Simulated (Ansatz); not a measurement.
## How far to go with the plane-wave cutoff: CdHgSe₂ (Pmm2, 4 atoms in the cell)

```
CELL_PARAMETERS angstrom
      4.34241     0.00000     0.00000
      0.00000     4.34241     0.00000
      0.00000     0.00000     6.12844
ATOMIC_POSITIONS crystal
  Cd 0.50000 0.50000 0.50816
  Hg 0.00000 0.00000 0.00000
  Se 0.00000 0.50000 0.25301
  Se 0.50000 0.00000 0.74699
```

Level of theory: LDA (PW92), default PAW files made with PBE (plane waves; Ansatz, an electronic-structure program).

Base settings: basis.ecutwfc = 420 eV; kpoints.mp_grid.grid = 5 5 3; hamiltonian.xc = lda; hamiltonian.pseudopotentials = {kind: paw} (the program's default PAW files); scf.occupations.method = gaussian; scf.occupations.width = 0.1 eV.

The second cell is the first with its lattice scaled by 0.98.

The mesh stays at the base's, so the ladder's end is converged at best in this setting alone.

The first pressure column holds Ansatz's estimate of the finite-basis (Pulay) stress, which hides part of the cutoff error; the other is without it.

Only quantities that move along the ladder and can be compared are tabulated.

The count of work is k-points × plane waves × bands × iterations; it is no time. 

The starting cell comes from a database of computed structures (which also holds hypothetical and non-ambient phases and stackings), without a prior relaxation at this level. Its lattice was rescaled by up to half a per cent. One atom was moved a little off its site on purpose. The run gives no clean gap (levels at the Fermi energy touch, overlap or are partly filled at this smearing), which alone does not show that the compound is a metal. Without a gap this mesh is coarse (it stands for a supercell whose shortest vector is 18 Å).

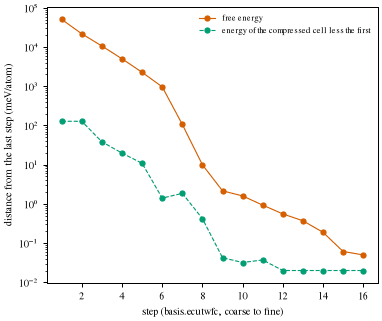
Distance from the last step along the ladder; very small values are drawn at a floor.

```tsv
basis.ecutwfc	free energy less the last step's (meV/atom)	energy of the compressed cell less the first (meV/atom)	pressure (GPa)	pressure without the Pulay estimate (GPa)	largest difference of a force vector from the last step's (eV/Å)	count of work / last
145 eV	50685.04	-138.46	-1.95	-906.31	0.305	0.073
170 eV	21684.01	-137.83	-1.68	-474.97	0.374	0.089
190 eV	10635.99	-48.64	-2.97	-273.88	0.169	0.091
210 eV	5008.21	9.33	-1.76	-152.50	0.055	0.094
230 eV	2265.10	-21.24	-3.33	-82.00	0.059	0.12
250 eV	965.12	-9.00	-2.41	-42.03	0.055	0.14
295 eV	106.22	-8.54	-2.29	-8.66	0.012	0.15
335 eV	9.93	-9.98	-2.47	-3.19	0.003	0.19
380 eV	2.15	-10.36	-2.48	-2.51	0.000	0.23
420 eV	1.59	-10.37	-2.48	-2.51	0.000	0.27
460 eV	0.93	-10.37	-2.48	-2.51	0.000	0.31
505 eV	0.56	-10.38	-2.48	-2.49	0.000	0.35
565 eV	0.37	-10.39	-2.48	-2.49	0.000	0.42
630 eV	0.19	-10.40	-2.49	-2.49	0.000	0.49
735 eV	0.06	-10.40	-2.49	-2.49	0.000	0.62
840 eV	0.02	-10.40	-2.49	-2.49	0.000	0.75
1010 eV	0.00	-10.40	-2.49	-2.49	0.000	1.0
```

Coarsest basis.ecutwfc that holds the free energy within 0.5 meV/atom of the last step, with all finer ones: 565 eV, at 0.42 of the last step's count of work; the step before is off by 0.56 meV/atom.

Coarsest basis.ecutwfc that holds the pressure within 0.1 GPa of the last step, with all finer ones: 335 eV, at 0.19 of the last step's count of work; the step before is off by 0.20 GPa.

Coarsest basis.ecutwfc that holds the pressure without the Pulay estimate within 1 GPa of the last step, with all finer ones: 335 eV, at 0.19 of the last step's count of work; the step before is off by 6.2 GPa.

The energy difference between the two cells stays within 1 meV/atom of the last step's from 335 eV on, the total only from 460 eV on: much of the error is common to both cells and cancels.

At the lowest cutoff the pressure without the Pulay estimate lies 904 GPa under the last step's, the usual sign of Pulay stress in an incomplete plane-wave basis.

Keys are those of Ansatz 0.2.
